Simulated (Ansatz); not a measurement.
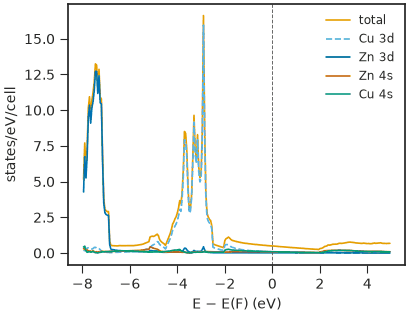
Figure. Total and projected density of states of ZnCu (CsCl type, space group No. 221), plane-wave PAW PBEsol (Ansatz code)

Problem. Which orbitals carry the states next to the Fermi level?

Solution. Within 0.5 eV of the Fermi level: Cu 4s 18 %, Zn 4s 16 %, Cu 3d 15 %, outside the projected shells 49 %. Projections are on Löwdin-orthogonalised atomic valence shells; empty p or d shells of many metals are not among them.

Problem. Where is the tallest occupied peak in this window, and what makes it?

Solution. Near -2.9 eV, about 17 states/eV per cell; the largest projected share is Cu 3d.

Space group Pm-3m (CsCl type). The cell was relaxed with PBEsol under the symmetry of its start; of distortions, only those at the zone centre were tested. The run is not spin-polarised.

Potentials: the later of the program's two PAW sets.
